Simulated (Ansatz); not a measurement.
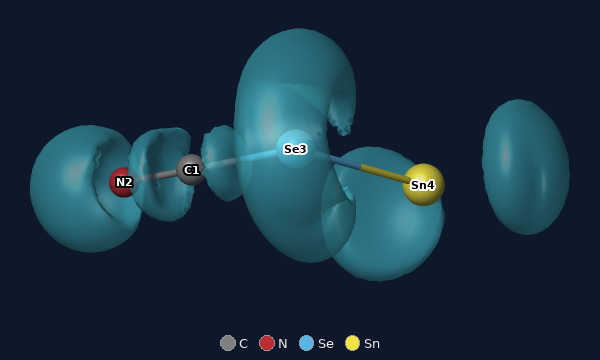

Figure. CNSeSn (SMILES N#C[Se]#[Sn]) (doublet). Isosurface of the ELF at 0.8 (cyan), seen from one side. Only the valence region is drawn (cores and ρ < 0.01 e/Å³ removed).

Geometry: r2SCAN-D4/def2-SVP; core potentials replace the inner electrons of Sn.

All numbers below come from isolated molecule in a Gaussian basis; Kohn-Sham density functional theory, functional PBE0 (Ansatz).

Describe the localisation domains.

At this value the surface marks out one region between bonded C–N atoms (shared pairs), one region between bonded C–Se atoms (shared pairs), one lobe on N, pointing away from the bonds (non-bonding electrons), two lobes on Sn, pointing away from the bonds (non-bonding electrons) and one region wrapped around Se (its valence shell). Along the contacts the grid gives the following. C–N (1.17 Å): the ELF peaks at about 0.85 between the atoms; a multiple bond. C–Se (1.84 Å): the ELF peaks at about 0.90 between the atoms (a covalent bond).
